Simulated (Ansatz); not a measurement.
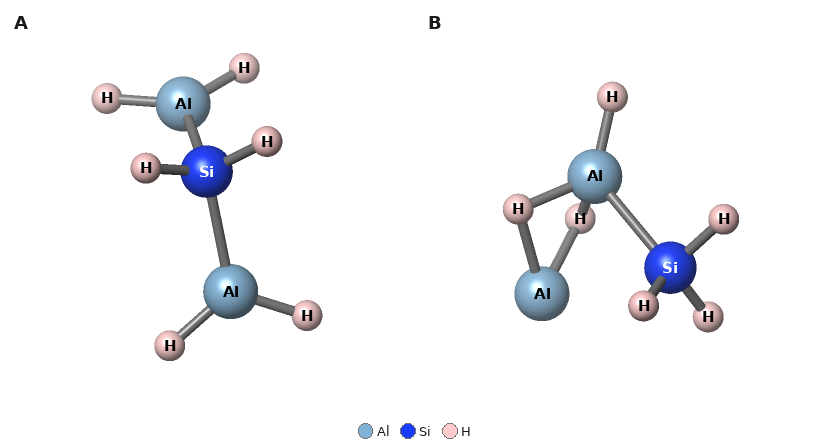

2 stationary structures of one formula. Geometries: PBE0-D4/def2-TZVP. Electronic energies: PBE0-D4/def2-TZVPP (Ansatz 0.2.0), without zero-point energy. No frequency run is at hand to confirm each as a minimum. Each is one conformer, not always the lowest.

> Which is lowest in energy, and by how much?

B is lowest; A lies 35.6 kJ/mol above it.

Give E(B) − E(A) in kJ/mol at these levels too: PBE0-D4/def2-TZVPP; RHF-CCSD(T) (frozen core)/def2-TZVPP; B3LYP-D4/def2-TZVPP; r2SCAN-D4/def2-TZVPP; PBE0-D4/def2-TZVP; PBE-D4/def2-TZVPP; ωB97M-V/def2-TZVPP.

```json
{"level": "PBE0-D4/def2-TZVPP", "E(B) − E(A) (kJ/mol)": "−35.6"}
{"level": "RHF-CCSD(T) (frozen core)/def2-TZVPP", "E(B) − E(A) (kJ/mol)": "−22.8"}
{"level": "B3LYP-D4/def2-TZVPP", "E(B) − E(A) (kJ/mol)": "−23.4"}
{"level": "r2SCAN-D4/def2-TZVPP", "E(B) − E(A) (kJ/mol)": "−31.1"}
{"level": "PBE0-D4/def2-TZVP", "E(B) − E(A) (kJ/mol)": "−35.6"}
{"level": "PBE-D4/def2-TZVPP", "E(B) − E(A) (kJ/mol)": "−45.4"}
{"level": "ωB97M-V/def2-TZVPP", "E(B) − E(A) (kJ/mol)": "−38.8"}
```
